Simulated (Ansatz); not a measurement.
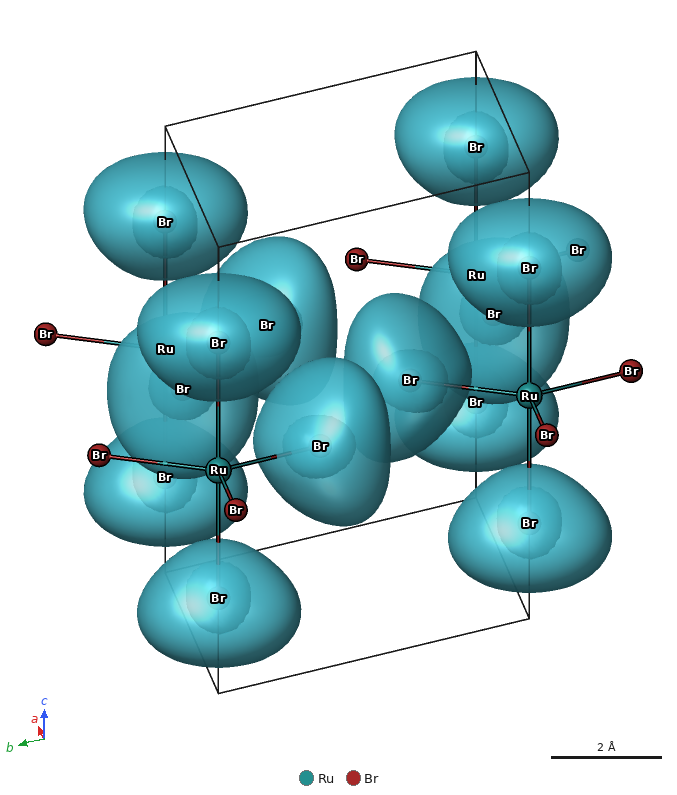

*RuBr5. Isosurface of the electron localisation function at 0.7 (cyan), seen at an oblique angle. Only the valence region is drawn (cores and ρ < 0.01 e/Å³ removed). Sticks mark near contacts.*

Space group P-62m; a generated structure, not necessarily the stable one; spin-polarised.

All numbers below come from DFT PBE, scalar-relativistic, plane waves, PAW in Ansatz 0.2.0.

Describe the localisation domains.

At this value the surface marks out five regions wrapped around Br (the valence shell of each), counted in one cell of 6 atoms. Any copies at cell faces, edges or corners count once. Profiles from the grid: Ru–Br (2.35 Å): the ELF is about 0.50 at the midpoint. Ru–Br (2.45 Å): the ELF is about 0.45 at the midpoint.

Which magnetic arrangement did the calculation end in?

Parallel moments, as they must be, since the calculation's own cell holds one magnetic site; site moments Ru: +0.5 μB in one cell of 6 atoms, with smaller moments on other sites: Br (up to +0.14 μB).
